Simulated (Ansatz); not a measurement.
Bands of a (6,0) silicon nanotube, along its axis.

All values below come from PBE (plane waves to 420 eV, PAW; Ansatz, a quantum-chemistry and plane-wave program). Mesh 1×1×12. No spin polarisation. One-dimensional cell, images about 11 Å apart. A hypothetical model, rolled from the flat sheet. Only distortions within the start's symmetry and period were free.

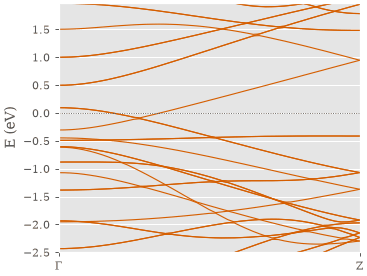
*Bands from the zone centre to the zone edge (period 6.65 Å); the dotted line marks the highest filled level*

Task: Is it a metal or a semiconductor at this level? Give what the bands show.

Result: A metal in PBE.
```
Quantity                                                                                                             Value
--------------------------------------------------------------------  ----------------------------------------------------
PBE gap                                                                                               none (under 0.01 eV)
crossings of the Fermi level between Γ and the zone edge (49 points)  3, each for both spins (ideal conductance 3 × 2e²/h)
```
